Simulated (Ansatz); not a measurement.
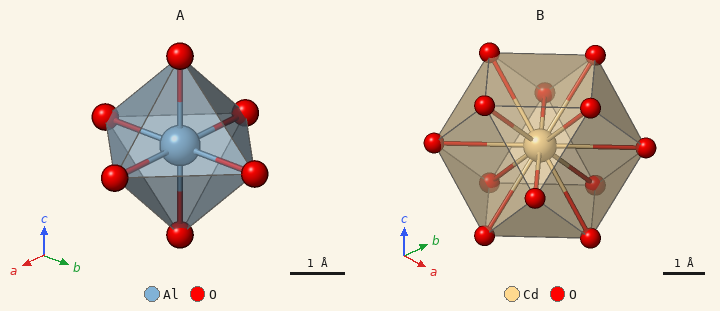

Coordination polyhedra in Al2CdO6 (Fm-3m). The shape measure S (0 to 100) is the computed least-squares distance from an ideal polyhedron; S = 0 means ideal. Origin: the geometry relaxed with DFT PBE, scalar-relativistic, plane waves, PAW in Ansatz; the starting structure was generated, so it need not be a known form of this composition.

Q: Name each polyhedron.

A: A. AlO6: an essentially ideal octahedron (coordination number 6, S = 0.00; next best trigonal prism, S = 16.7); mean bond 1.87 Å.
B. CdO12: an essentially ideal cuboctahedron (coordination number 12, S = 0.00; next best icosahedron, S = 5.3); mean bond 2.64 Å.
